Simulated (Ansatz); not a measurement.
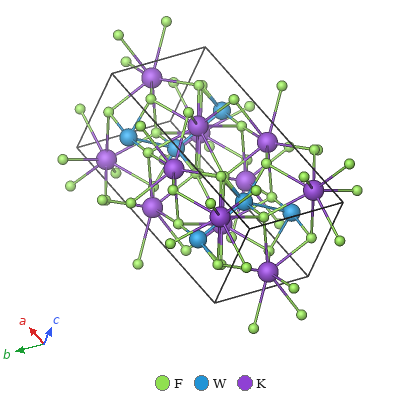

K₂WF₄, space group C2/m (No. 12), a = 14.066 Å, b = 4.793 Å, c = 7.258 Å, α = 90.00°, β = 119.48°, γ = 90.00°. Origin: the geometry relaxed with Ansatz, DFT, PAW plane waves, r2scan; the starting structure was generated, so it need not be a known form of this composition. Forms under 0.4 % of the area are left out.

What shape follows from the Bravais–Friedel–Donnay–Harker rule?

The forms computed, by share of the surface:

```csv
form,faces,d (Å),share of area (%)
{110},4,4.463,25.9
{001},2,6.319,24.6
{2 0 -1},2,6.168,22.8
{200},2,6.123,20.5
{1 1 -1},4,3.999,6.1
```

Widths along a, b and c stand as 1.00 : 1.29 : 1.00.

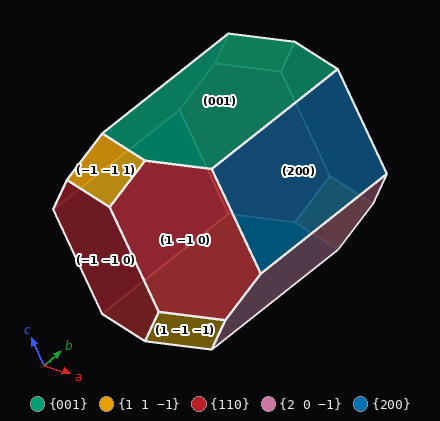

The computed shape, faces indexed. The rule is geometric and ignores bonding and growth conditions.
